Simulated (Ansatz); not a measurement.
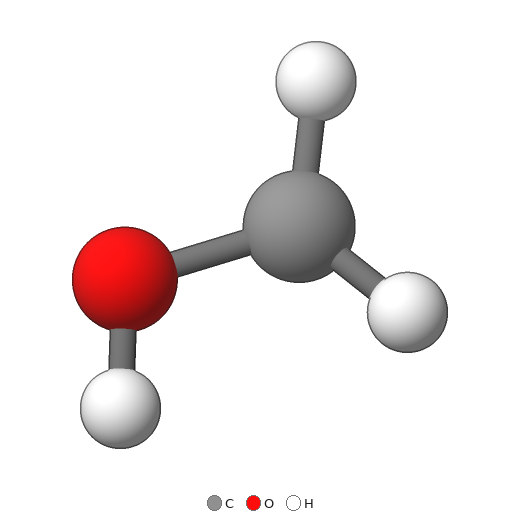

Ball-and-stick drawing of a structure.

State: neutral, doublet.

Give the formula.

CH₃O, 5 atoms: 1 carbon, 3 hydrogen and 1 oxygen.

Count the bonded pairs by element.

2 C–H, 1 C–O, 1 O–H. Sticks follow a distance rule.

More results for the same structure follow; atom numbers are the same in all pictures, views and colours differ. The computed structure is the end point of a PBE0-D4/def2-TZVP optimisation.

### Geometry

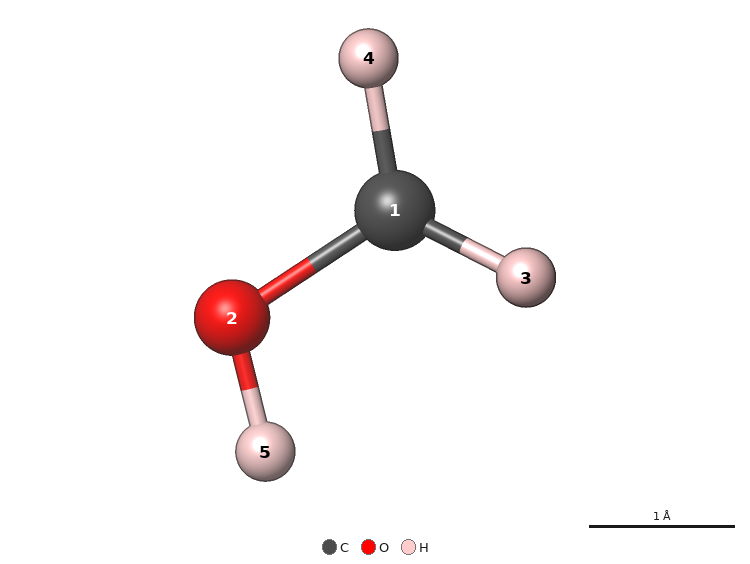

The atoms are numbered.

List the bonds and their lengths.

```csv
bond,length (Å)
C1–O2,1.357
C1–H3,1.084
C1–H4,1.080
O2–H5,0.960
```

### Thermal motion

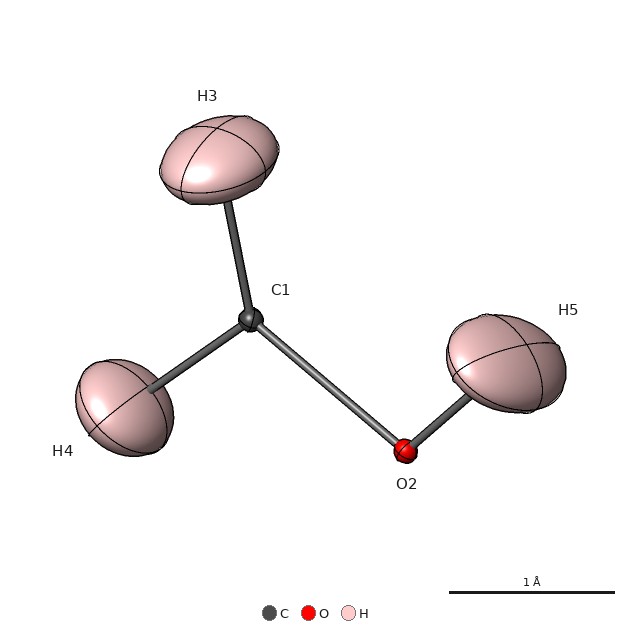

Displacement ellipsoids at the 50 % level, enlarged 2 times, from the internal vibrations of the free molecule (harmonic, no overall translation or rotation; no half-axis is drawn under 0.075 Å). Vibrations computed with UKS PBE0-D4/def2-TZVP (Ansatz 0.2.0). Temperature: 200 K.

Which atom moves most?

H5, with U_eq = 0.0148 Å².

Does H5 move more along its bond or across it?

Across it: the root-mean-square amplitude is 0.064 Å along the bond and up to 0.167 Å across, since bending and torsion are softer than stretching.

Give the displacement parameters, one line for each set of equivalent atoms.

```json
{"atom": "C1", "U_eq (Å²)": "0.00051", "rms amplitudes (Å)": "0.015, 0.024, 0.027"}
{"atom": "O2", "U_eq (Å²)": "0.00024", "rms amplitudes (Å)": "0.009, 0.014, 0.020"}
{"atom": "H3", "U_eq (Å²)": "0.0120", "rms amplitudes (Å)": "0.071, 0.107, 0.140"}
{"atom": "H4", "U_eq (Å²)": "0.0113", "rms amplitudes (Å)": "0.070, 0.107, 0.132"}
{"atom": "H5", "U_eq (Å²)": "0.0148", "rms amplitudes (Å)": "0.064, 0.111, 0.167"}
```

### Dipole moment

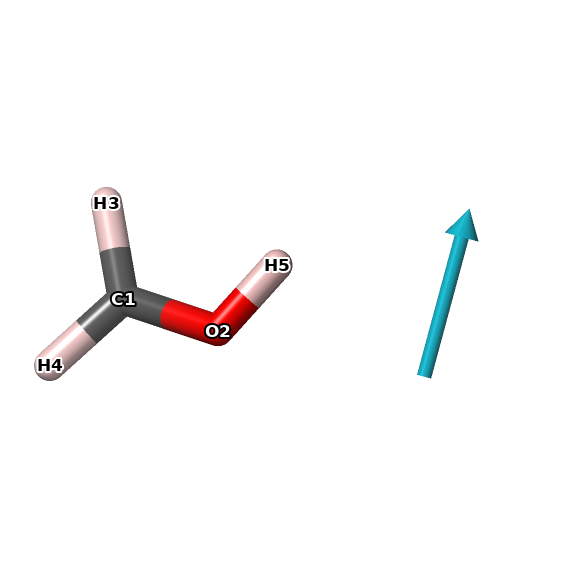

The arrow beside the molecule shows the direction of the dipole moment, from the negative to the positive end (its length means nothing). Level of theory: UKS PBE0-D4/def2-TZVP (Ansatz 0.2.0).

How large is the dipole moment?

1.53 D; it points from the side of H4 to the side of H3 (the outermost atoms at the two ends).

### Charges

The questions are on Mulliken charges. Method: UKS PBE0-D4/def2-TZVP (Ansatz 0.2.0).

Give the Mulliken charges atom by atom.

| atom | value (e) |
| --- | --- |
| C1 | −0.21 |
| O2 | −0.37 |
| H3 | 0.12 |
| H4 | 0.13 |
| H5 | 0.32 |

Mulliken values depend strongly on the basis set and can even reverse the polarity of a bond.
